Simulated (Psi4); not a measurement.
**SVWN5/def2-SVP (core potential) run of HfHCl3O (SMILES Cl[Hf](Cl)(Cl)O)**

Aim: the energy change on altering one bond length of HfHCl3O at SVWN5/def2-SVP (core potential), from 2 runs. 

The calculation is run with Psi4 1.11.

19 further runs of the same task are left out: 19 that didn't finish. Runs told in other sessions of the task aren't counted.

## Step 1: The structure to begin with

HfHCl3O: 6 atoms, total charge 0, spin state singlet. SMILES: `Cl[Hf](Cl)(Cl)O`. The coordinates come from a PBE0-D4/def2-TZVP relaxation.

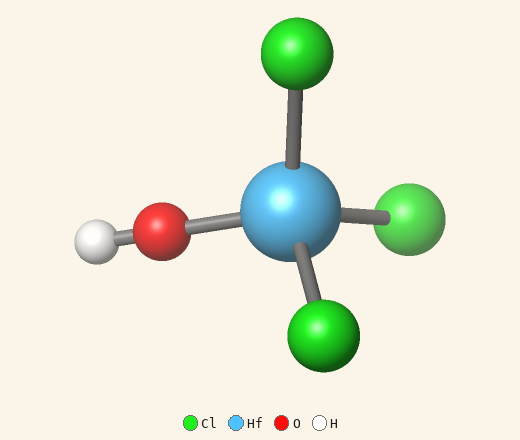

The structure, seen from a chosen angle (chlorine green, hafnium blue, oxygen red, hydrogen white).

## Step 2: Energy and forces at SVWN5/def2-SVP (core potential)

File job.in:

```
memory 2200 MB

molecule system {
  0 1
  Cl
  Hf 1 2.336828
  Cl 2 2.336802 1 109.73163
  Cl 2 2.33681 3 109.72529 1 -120.63448
  O 2 1.881468 3 109.21241 4 -119.68612
  H 5 0.95258 1 140.16196 2 -179.98239
  symmetry c1
  no_reorient
  no_com
}

set basis def2-SVP
set puream true
set e_convergence 1e-09
set d_convergence 1e-08
set scf_type pk
set dft_radial_points 99
set dft_spherical_points 590

e_tot, wfn = gradient("scf", dft_functional={"name": "SVWN5", "x_functionals": {"LDA_X": {}}, "c_functionals": {"LDA_C_VWN": {}}}, return_wfn=True)
```

Started as:

```bash
$ psi4 -i job.in -o job.out -n 1
```

job.out:

```text
[...]
  Running in c1 symmetry.
[...]
  Nuclear repulsion =  361.304223892507252
[...]
  Multiplicity = 1
[...]
  Nalpha       = 36
  Nbeta        = 36
[...]
    Number of basis functions: 105
[...]
   @RKS iter   1: -1498.87699255316033   -2.70662e-01   8.25335e-03 ADIIS/DIIS
[...]
   @RKS iter  13: -1499.17722875922232   -3.18323e-12   8.07701e-09 DIIS
[...]
    Orbital Energies [Eh]
    ---------------------
    Doubly Occupied:
       1A   -100.277256     2A   -100.277221     3A   -100.277217
       4A    -18.648021     5A     -9.140709     6A     -9.140676
       7A     -9.140672     8A     -7.001580     9A     -7.001560
      10A     -7.001555    11A     -6.999109    12A     -6.999104
      13A     -6.999074    14A     -6.998763    15A     -6.998757
      16A     -6.998754    17A     -2.382906    18A     -1.286089
      19A     -1.275742    20A     -1.275742    21A     -0.897762
      22A     -0.741797    23A     -0.732552    24A     -0.732549
      25A     -0.498108    26A     -0.359466    27A     -0.352045
      28A     -0.352045    29A     -0.336355    30A     -0.336351
      31A     -0.313895    32A     -0.313894    33A     -0.311034
      34A     -0.295412    35A     -0.295409    36A     -0.291555
[...]
  @RKS Final Energy: -1499.17722875922232
   => Energetics <=
    Nuclear Repulsion Energy =            361.3042238925072525
    One-Electron Energy =               -2810.1742226499495700
    Two-Electron Energy =                1044.2596431458205188
    DFT Exchange-Correlation Energy =     -94.5668731476004751
    Empirical Dispersion Energy =           0.0000000000000000
    VV10 Nonlocal Energy =                  0.0000000000000000
    Total Energy =                      -1499.1772287592223165
[...]
 Multipole Moments:
 ------------------------------------------------------------------------------------
     Multipole            Electronic (a.u.)      Nuclear  (a.u.)        Total (a.u.)
 ------------------------------------------------------------------------------------
 L = 1.  Multiply by 2.5417464519 to convert [e a0] to [Debye]
 Dipole X            :        -16.3867368           15.4255060           -0.9612308
 Dipole Y            :          9.3403133           -8.7926107            0.5477027
 Dipole Z            :          6.5735977           -6.1888213            0.3847764
 Magnitude           :                                                    1.1713222
[...]
  -Total Gradient:
     Atom            X                  Y                   Z
    ------   -----------------  -----------------  -----------------
       1        0.000252663561    -0.000099816349    -0.002888300796
       2       -0.003093508896     0.001762152000     0.001246540939
       3        0.000241557794    -0.002739766918     0.000832222804
       4        0.002457369505     0.001207295270     0.000874009283
       5       -0.014054218858     0.008006725338     0.005625306321
       6        0.014260299164    -0.008125500426    -0.005707447862
[...]
```

Run time: 16 s. Hardware: 1 thread of Intel Xeon 6975P-C (Granite Rapids), shared host; peak memory 0.62 GiB.

## Step 3: The distorted shape

File input.dat:

```
memory 2200 mb

molecule geom {
  0 1
  Cl     1.011720    -0.063626    -2.657942
  Hf    -0.022850    -0.350510    -0.194310
  Cl    -2.262380    -0.999350    -0.349730
  Cl     1.185990    -1.965090     0.985740
  O      0.084060     1.291990     0.717110
  H      0.138420     2.124020     1.177740
  symmetry c1
  no_reorient
  no_com
}

set basis def2-SVP
set reference rks
set puream true
set e_convergence 1e-09
set d_convergence 1e-08
set scf_type pk
set dft_radial_points 99
set dft_spherical_points 590

E, wfn = gradient("scf", dft_functional={"name": "SVWN5", "x_functionals": {"LDA_X": {}}, "c_functionals": {"LDA_C_VWN": {}}}, return_wfn=True)
oeprop(wfn, "MULLIKEN_CHARGES", "QUADRUPOLE", "MAYER_INDICES")
print_variables()
```

Started as:

```bash
$ psi4 input.dat output.dat -n 1
```

output.dat:

```text
[...]
    !!!  WARNING: ECP capability is in beta. Please check occupations closely.  !!!
[...]
  Running in c1 symmetry.
[...]
  Nuclear repulsion =  347.778877712656765
[...]
  Multiplicity = 1
[...]
  Nalpha       = 36
  Nbeta        = 36
[...]
    Number of basis functions: 105
[...]
   @RKS iter   1: -1498.85821267018605   -3.39700e-01   8.12282e-03 ADIIS/DIIS
[...]
   @RKS iter  14: -1499.15265187555156   -1.81899e-12   2.12184e-09 DIIS
[...]
  @RKS Final Energy: -1499.15265187555156
   => Energetics <=
    Nuclear Repulsion Energy =            347.7788777126567652
    One-Electron Energy =               -2783.0370630381885348
    Two-Electron Energy =                1030.5980496242705158
    DFT Exchange-Correlation Energy =     -94.4925161742901025
    Empirical Dispersion Energy =           0.0000000000000000
    VV10 Nonlocal Energy =                  0.0000000000000000
    Total Energy =                      -1499.1526518755515553
[...]
  -Total Gradient:
     Atom            X                  Y                   Z
    ------   -----------------  -----------------  -----------------
       1        0.021938992616     0.005815126005    -0.052434940498
       2       -0.020522789405    -0.003844010542     0.050204775935
       3       -0.006348326918    -0.001997620930    -0.001669006297
       4        0.004130229255    -0.004934290833     0.002387220254
       5        0.001697844363     0.020887055665     0.010706912162
       6       -0.000915198594    -0.015868085570    -0.009102559958
[...]
 Multipole Moments:
 ------------------------------------------------------------------------------------
     Multipole            Electronic (a.u.)      Nuclear  (a.u.)        Total (a.u.)
 ------------------------------------------------------------------------------------
 L = 1.  Multiply by 2.5417464519 to convert [e a0] to [Debye]
 Dipole X            :          0.8674534           -1.0633300           -0.1958766
 Dipole Y            :         82.6050777          -81.6802030            0.9248746
 Dipole Z            :         57.4687675          -56.2948355            1.1739321
 Magnitude           :                                                    1.5072748
 L = 2.  Multiply by 1.3450342976 to convert [e a0^2] to [Debye ang]
 Quadrupole XX       :       -510.9214176          458.5485559          -52.3728617
 Quadrupole XY       :          3.9775603           -3.6414667            0.3360936
[...]
  Mulliken Charges: (a.u.)
   Center  Symbol    Alpha    Beta     Spin     Total
       1    CL     8.64501  8.64501  0.00000 -0.29003
       2    HF     5.65557  5.65557  0.00000  0.68886
       3    CL     8.58042  8.58042  0.00000 -0.16084
       4    CL     8.58042  8.58042  0.00000 -0.16084
       5     O     4.15322  4.15322  0.00000 -0.30645
       6     H     0.38535  0.38535  0.00000  0.22929
   Total alpha = 36.00000, Total beta = 36.00000, Total charge = -0.00000
  Mayer Bond Indices:
[...]
```

Wall time 14 s (1 thread of Intel Xeon 6975P-C (Granite Rapids), shared host); peak memory 0.62 GiB.

## Step 4: What came out

At SVWN5/def2-SVP (core potential):

```
                                                           quantity           value
                                          first shape: total energy  -1499.17723 Eh
                                         first shape: dipole moment          2.98 D
                                           first shape: HOMO energy        -7.93 eV
                                           first shape: LUMO energy        -2.28 eV
                                         first shape: HOMO–LUMO gap         5.65 eV
                              first shape: largest force on an atom      0.894 eV/Å
                                      distorted shape: total energy  -1499.15265 Eh
                                     distorted shape: dipole moment          3.83 D
                                       distorted shape: HOMO energy        -7.18 eV
                                       distorted shape: LUMO energy        -2.84 eV
                                     distorted shape: HOMO–LUMO gap         4.34 eV
                          distorted shape: largest force on an atom      2.938 eV/Å
energy change with the Cl1–Hf2 bond stretched from 2.337 to 2.687 Å        0.669 eV
```

**Reading.** With the Cl1–Hf2 bond stretched from 2.337 to 2.687 Å the energy rises by 0.67 eV (15.4 kcal/mol). The first shape isn't relaxed at this level, so the change isn't measured from a minimum. The largest force (first shape) is 0.89 eV/Å: the shape isn't a stationary point for this species at this level.
